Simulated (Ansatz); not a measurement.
C2H3F3 (SMILES CC(F)(F)F)

Input file:

```
crystal:
  periodic: [false, false, false]
  atoms:
    - symbol: C
      position_ang: [-1.963806, 0.563281, -2.060826]
    - symbol: C
      position_ang: [-1.464645, 0.365958, -0.655054]
    - symbol: F
      position_ang: [-2.447747, -0.046560, 0.165726]
    - symbol: F
      position_ang: [-0.967455, 1.506077, -0.141959]
    - symbol: F
      position_ang: [-0.486368, -0.556279, -0.602254]
    - symbol: H
      position_ang: [-1.135750, 0.897600, -2.700040]
    - symbol: H
      position_ang: [-2.362217, -0.385390, -2.444665]
    - symbol: H
      position_ang: [-2.757994, 1.321762, -2.064495]
basis:
  gaussian: {orbitals: def2-TZVPD}
total_charge: 0
hamiltonian: {xc: pbe0}
output: {forces: true, orbitals: {seedname: orbitals}}
```

Command:

```sh
ansatz run input.yaml --threads 1 --pin off --max-ram 2610MiB --events-out events.jsonl --progress --plain --runs-dir runs
```

Geometry: B3LYP-D3(BJ)/def2-SVP.

Computed with isolated molecule in a Gaussian basis; Kohn-Sham density functional theory, functional PBE0 in Ansatz 0.2.0.

What can the converged electron density and electron localisation function tell about the bonding?

Answer. C–F (1.35 Å): the density is about 2.4 e/Å³ at the midpoint, with its minimum of 1.9 e/Å³ about 0.5 Å from C; the ELF peaks at about 0.85 between the atoms; a polar covalent bond.
C–C (1.50 Å): the density is about 1.8 e/Å³ at the midpoint; the ELF peaks at about 1 between the atoms; localised, covalent bonding.
C–H (1.10 Å): the density is about 2 e/Å³ at the midpoint; the ELF climbs to about 1 towards the hydrogen, as it does in any bond to H: a covalent bond by its length.

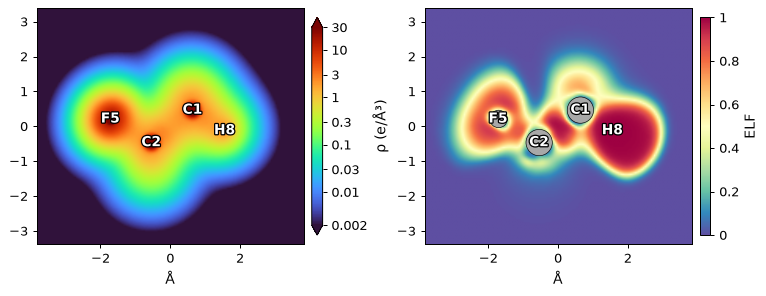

Computed electron density and electron localisation function on the plane of atoms C1, C2 and F5, in this order. Grey discs cover the atomic cores in the ELF map. 
